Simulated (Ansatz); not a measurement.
The calculation's input:

```
crystal:
  periodic: [false, false, false]
  atoms:
    - { symbol: Si, position_ang: [0.10150475, 0.03198853, 0.52958094] }
    - { symbol: Cl, position_ang: [0.49936764, 0.15747949, 2.60593645] }
    - { symbol: Si, position_ang: [1.83400793, -1.24870022, -0.43017324] }
    - { symbol: Si, position_ang: [0.07840245, 2.23791562, -0.30482141] }
    - { symbol: Si, position_ang: [-1.99771567, -1.01614772, 0.28966555] }
    - { symbol: H, position_ang: [1.85574851, -2.62313449, 0.18190204] }
    - { symbol: H, position_ang: [1.60649045, -1.37470502, -1.91446129] }
    - { symbol: H, position_ang: [3.16007154, -0.57876942, -0.19158081] }
    - { symbol: H, position_ang: [-0.99444106, 3.03641778, 0.38480363] }
    - { symbol: H, position_ang: [-0.20063937, 2.21472655, -1.78548633] }
    - { symbol: H, position_ang: [1.41286218, 2.89111798, -0.06665164] }
    - { symbol: H, position_ang: [-3.05995739, -0.20102649, 0.97625239] }
    - { symbol: H, position_ang: [-1.95757141, -2.39162595, 0.89845863] }
    - { symbol: H, position_ang: [-2.33813156, -1.13553765, -1.17342492] }
basis:
  gaussian: { orbitals: def2-SVP }
hamiltonian:
  xc: hf
relax:
  f_tol: 0.003
  max_steps: 100
output:
  orbitals: {}
```

Launched as:

```sh
ansatz run input.yaml --threads 4 --pin off --max-ram 10240MiB --backend cpu --events-out ev --progress --plain --runs-dir out
```

The fields are those of the relaxed geometry.

Theory: Hartree-Fock, Gaussian basis def2-SVP in Ansatz.

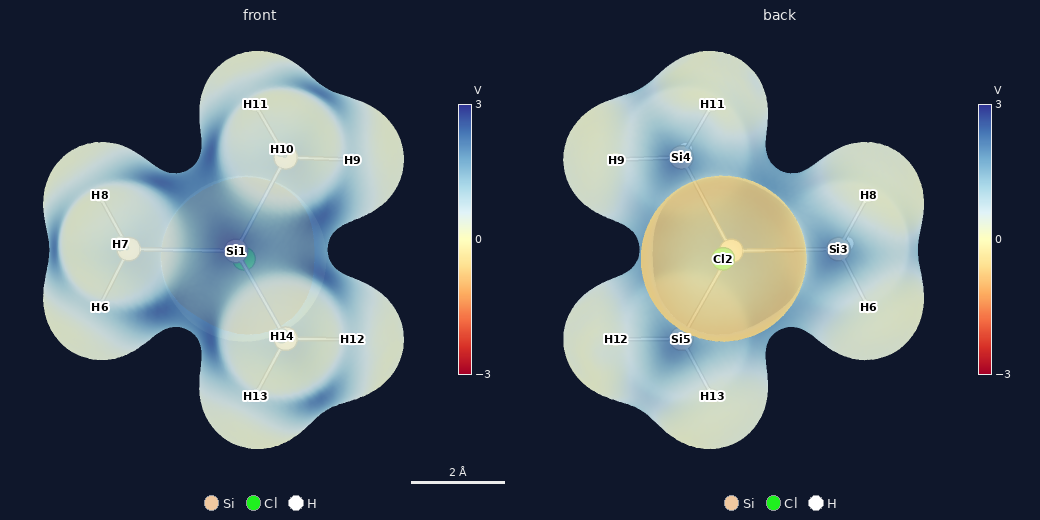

ClH9Si4. The electrostatic potential painted on the density surface at 0.004 e/bohr³, seen from the front and from behind; the colour scale runs from red (negative) to blue (positive).

Describe the electrostatic potential map.

The most negative region (about −0.7 V) lies over Cl2, the most positive (about +2.5 V) over Si1, Si3, Si4 and Si5.
